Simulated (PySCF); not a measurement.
# C₆H₇ClN₂: magnetic properties

Aim: compute the magnetic properties of C₆H₇ClN₂ (`C=Cc1nc(Cl)[nH]c1C`).

Computed with PySCF 2.14.0 and routines of our own; the level stands in each step. Atoms count from 0.

## 1. The system as given

16 atoms, charge 0, multiplicity 1; geometry from: GFN2-xTB.

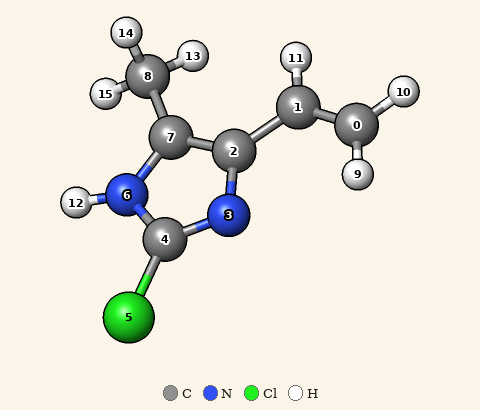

The starting geometry (carbon grey, nitrogen blue, chlorine green, hydrogen white).

## 2. Magnetic properties: GIAO B97-2/pcSseg-1

What the job is given:

```
{"job": {"kind": "mag", "xc": "B97-2", "basis": "pcSseg-1", "isotopologues": 0}, "charge": 0, "multiplicity": 1}
C      2.637980    -1.087413    -0.199262
C      1.726120    -0.130161    -0.083329
C      0.304318    -0.383892    -0.055368
N     -0.214591    -1.654299    -0.149758
C     -1.499062    -1.512801    -0.084636
Cl    -2.649481    -2.756326    -0.151988
N     -1.878950    -0.213403     0.049031
C     -0.722288     0.528603     0.067144
C     -0.731529     2.005898     0.214234
H      2.337073    -2.117053    -0.279026
H      3.691888    -0.870768    -0.216794
H      2.010397     0.910489     0.000707
H     -2.821268     0.134600     0.117362
H      0.079736     2.447497    -0.359251
H     -0.602746     2.291779     1.259250
H     -1.675197     2.416196    -0.139728
```

Level: GIAO B97-2/pcSseg-1 magnetisability, rotational g tensor and spin-rotation constants, non-relativistic, gas phase.

Command:

```sh
$ OMP_NUM_THREADS=1 python excited_run.py task.json out
```

The driver reads the jobs from task.json and runs them one after another.

What it wrote:

```text
coarse grid: 14608 points
cycle   1  E = -802.2663266589  dE =  1.701e+00  |g| = 5.883e-01  |ddm| = 3.997e+00
cycle   2  E = -802.0787825327  dE =  1.875e-01  |g| = 1.082e+00  |ddm| = 1.735e+00
cycle   3  E = -802.3545101133  dE = -2.757e-01  |g| = 1.588e-01  |ddm| = 1.187e+00
cycle   4  E = -802.3593821078  dE = -4.872e-03  |g| = 5.898e-02  |ddm| = 1.586e-01
cycle   5  E = -802.3600666015  dE = -6.845e-04  |g| = 2.430e-02  |ddm| = 8.321e-02
cycle   6  E = -802.3602085658  dE = -1.420e-04  |g| = 4.409e-03  |ddm| = 2.526e-02
cycle   7  E = -802.3602128251  dE = -4.259e-06  |g| = 1.462e-03  |ddm| = 4.953e-03
final grid: 138584 points
cycle   8  E = -802.3902448444  dE = -6.907e-05  |g| = 5.757e-03  |ddm| = 5.259e-02
cycle   9  E = -802.3902400033  dE =  4.841e-06  |g| = 6.496e-03  |ddm| = 1.027e-02
cycle  10  E = -802.3902491715  dE = -9.168e-06  |g| = 1.753e-03  |ddm| = 7.815e-03
cycle  11  E = -802.3902499437  dE = -7.723e-07  |g| = 4.310e-04  |ddm| = 1.893e-03
cycle  12  E = -802.3902499859  dE = -4.213e-08  |g| = 1.250e-04  |ddm| = 4.670e-04
cycle  13  E = -802.3902499892  dE = -3.322e-09  |g| = 4.215e-05  |ddm| = 1.560e-04
cycle  14  E = -802.3902499895  dE = -3.438e-10  |g| = 1.712e-05  |ddm| = 5.716e-05
converged SCF energy = -802.3902499895

Magnetisability tensor (1e-30 J/T^2)
    -1166.78      -21.94      -29.64
      -21.94    -1245.45       45.78
      -29.64       45.78    -1829.09
isotropic -1413.77   principal values   -1833.82  -1248.88  -1158.61
isotropic susceptibility -85.139 1e-6 cm^3/mol

Inertial axes            a          b          c
rot. const./GHz      2.2241     0.9817     0.6840
chi total           -73.001    -71.991   -110.427
chi diamagnetic    -673.361  -1267.461  -1817.030
chi paramagnetic    600.360   1195.470   1706.604
quadrupole/D A        2.541      5.254     -7.794
g nuclear            0.5961     0.5363     0.5527
g electronic        -0.6273    -0.5513    -0.5484
g total             -0.0312    -0.0150     0.0044

Spin-rotation constants (kHz, H = +C I.J)
atom  isotope        aa         bb         cc
  3    14N        0.536      0.172      0.028
  5   35Cl        0.193      0.330      0.186
  6    14N        0.259      0.122      0.054
  9     1H        0.030     -0.007     -0.072
 10     1H        0.151     -0.074     -0.079
 11     1H        0.083     -0.027     -0.078
 12     1H       -0.081      0.029     -0.085
 13     1H       -0.014     -0.101     -0.050
 14     1H       -0.209     -0.094      0.004
 15     1H       -0.173     -0.022     -0.064
  0    13C*       0.996      0.301      0.082
  1    13C*       1.073      0.314      0.089
  2    13C*       0.979      0.359      0.125
  4    13C*       0.875      0.304      0.169
  7    13C*       0.894      0.335      0.118
  8    13C*       0.308      0.128      0.086
* in the singly substituted isotopologue
```

Run time: 34 s. Hardware: 1 thread of Arm Neoverse V2, shared host; peak memory 0.87 GiB.

From this job:

| quantity | value |
| --- | --- |
| magnetisability | -1414·10⁻³⁰ J/T² |
| molar susceptibility | -85.1·10⁻⁶ cm³/mol |
| rotational g (a, b, c) | -0.0312, -0.0150, 0.0044 |

The fields below are evaluated on a grid from the run's orbitals.

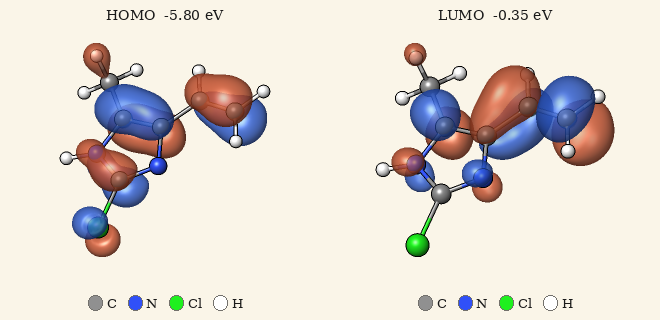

B97-2/pcSseg-1 orbitals near the gap, drawn at the value that encloses 70 % of each; the two colours are the two signs.

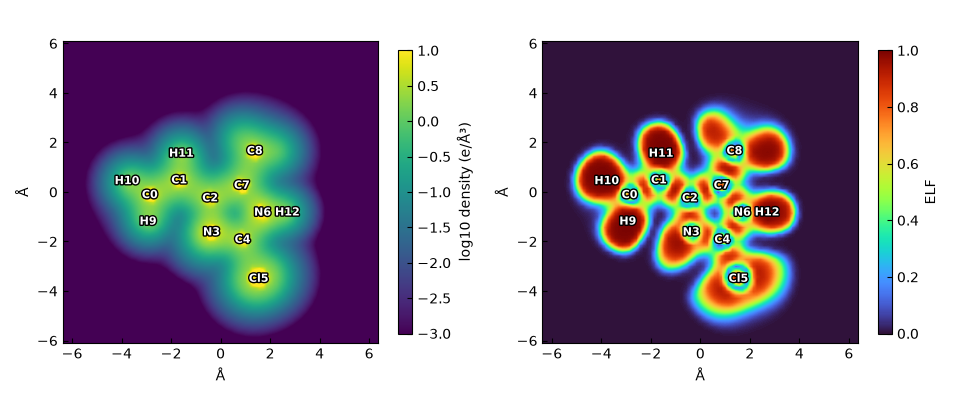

Density (left) and ELF (right) in a plane through or near 13 of the atoms.

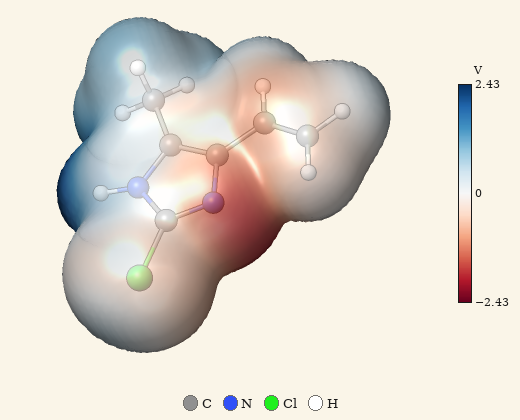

The potential that a unit positive charge feels on the 0.002 e/bohr³ surface, from the 1st to the 99th percentile, from -1.79 V near N3 to 2.43 V near H12.

## 3. Magnetic properties: GIAO mPW1PW91/pcseg-1, grid 4

Settings changed since step 2:

```diff
@@ -1,2 +1,2 @@
-{"job": {"kind": "mag", "xc": "B97-2", "basis": "pcSseg-1", "isotopologues": 0}, "charge": 0, "multiplicity": 1}
+{"job": {"kind": "mag", "xc": "mPW1PW91", "basis": "pcseg-1", "grid": 4}, "charge": 0, "multiplicity": 1}
 C      2.637980    -1.087413    -0.199262
```

Level: GIAO mPW1PW91/pcseg-1 magnetisability, rotational g tensor and spin-rotation constants, non-relativistic, gas phase.

What it wrote:

```text
coarse grid: 14608 points
cycle   1  E = -802.2502284890  dE =  1.768e+00  |g| = 5.572e-01  |ddm| = 4.545e+00
cycle   2  E = -802.0902470028  dE =  1.600e-01  |g| = 1.013e+00  |ddm| = 1.874e+00
cycle   3  E = -802.3331917621  dE = -2.429e-01  |g| = 1.276e-01  |ddm| = 1.227e+00
cycle   4  E = -802.3362395603  dE = -3.048e-03  |g| = 5.659e-02  |ddm| = 1.554e-01
cycle   5  E = -802.3369148272  dE = -6.753e-04  |g| = 2.017e-02  |ddm| = 8.960e-02
cycle   6  E = -802.3370159528  dE = -1.011e-04  |g| = 3.735e-03  |ddm| = 2.526e-02
cycle   7  E = -802.3370191793  dE = -3.227e-06  |g| = 1.198e-03  |ddm| = 4.941e-03
final grid: 366048 points
cycle   8  E = -802.3899579999  dE = -3.125e-05  |g| = 5.600e-03  |ddm| = 4.307e-02
cycle   9  E = -802.3899559785  dE =  2.021e-06  |g| = 6.491e-03  |ddm| = 1.149e-02
cycle  10  E = -802.3899657680  dE = -9.790e-06  |g| = 9.545e-04  |ddm| = 6.210e-03
cycle  11  E = -802.3899659894  dE = -2.214e-07  |g| = 2.349e-04  |ddm| = 1.243e-03
cycle  12  E = -802.3899660014  dE = -1.197e-08  |g| = 1.140e-04  |ddm| = 4.210e-04
cycle  13  E = -802.3899660043  dE = -2.887e-09  |g| = 2.794e-05  |ddm| = 1.224e-04
cycle  14  E = -802.3899660045  dE = -1.867e-10  |g| = 1.056e-05  |ddm| = 4.401e-05
converged SCF energy = -802.3899660045

Magnetisability tensor (1e-30 J/T^2)
    -1177.41      -24.05      -29.87
      -24.05    -1254.54       45.89
      -29.87       45.89    -1839.04
isotropic -1423.66   principal values   -1843.79  -1259.27  -1167.93
isotropic susceptibility -85.735 1e-6 cm^3/mol

Inertial axes            a          b          c
rot. const./GHz      2.2241     0.9817     0.6840
chi total           -73.730    -72.448   -111.027
chi diamagnetic    -674.110  -1268.075  -1817.128
chi paramagnetic    600.380   1195.627   1706.101
quadrupole/D A        2.985      5.470     -8.455
g nuclear            0.5961     0.5363     0.5527
g electronic        -0.6273    -0.5514    -0.5482
g total             -0.0313    -0.0151     0.0045

Spin-rotation constants (kHz, H = +C I.J)
atom  isotope        aa         bb         cc
  3    14N        0.522      0.165      0.025
  5   35Cl        0.184      0.318      0.180
  6    14N        0.250      0.117      0.050
  9     1H        0.030     -0.008     -0.073
 10     1H        0.151     -0.075     -0.079
 11     1H        0.082     -0.028     -0.079
 12     1H       -0.086      0.028     -0.087
 13     1H       -0.016     -0.102     -0.051
 14     1H       -0.211     -0.096      0.003
 15     1H       -0.175     -0.023     -0.065
  0    13C*       0.959      0.294      0.073
  1    13C*       1.044      0.305      0.080
  2    13C*       0.951      0.352      0.118
  4    13C*       0.844      0.300      0.161
  7    13C*       0.875      0.324      0.113
  8    13C*       0.276      0.113      0.076
* in the singly substituted isotopologue
```

Wall time 40 s (1 thread of Arm Neoverse V2, shared host); peak memory 0.85 GiB.

Key values:

| quantity | value |
| --- | --- |
| magnetisability | -1424·10⁻³⁰ J/T² |
| molar susceptibility | -85.7·10⁻⁶ cm³/mol |
| rotational g (a, b, c) | -0.0313, -0.0151, 0.0045 |

## 4. Magnetic properties side by side

| level | ξ (10⁻³⁰ J/T²) | g(a) | g(b) | gap (eV) | functions | time |
| --- | --- | --- | --- | --- | --- | --- |
| GIAO B97-2/pcSseg-1 | -1414 | -0.0312 | -0.0150 | 5.45 | 195 | 34 s |
| GIAO mPW1PW91/pcseg-1, grid 4 | -1424 | -0.0313 | -0.0151 | 5.74 | 165 | 40 s |

## 5. Outcome

| quantity | value |
| --- | --- |
| magnetisability (step 2, GIAO B97-2/pcSseg-1) | -1414·10⁻³⁰ J/T² |
| molar susceptibility (step 2, GIAO B97-2/pcSseg-1) | -85.1·10⁻⁶ cm³/mol |
| rotational g (a, b, c) (step 2, GIAO B97-2/pcSseg-1) | -0.0312, -0.0150, 0.0044 |
| surface potential, 1st and 99th percentile | -1.79 V and 2.43 V |
| magnetisability over the levels | -1424 to -1414·10⁻³⁰ J/T² |

What this shows: By nearest atom (B97-2/pcSseg-1), the HOMO sits on C7 23 %; C0, C2 about 18 % each and the LUMO on C0 24 %; C1, C7 about 17 % each. The magnetisability spreads by 0.7 % over 2 levels of like cost. Two levels can agree by chance, so this spread shows no convergence. Vibrational averaging and real surroundings are missing from these values.
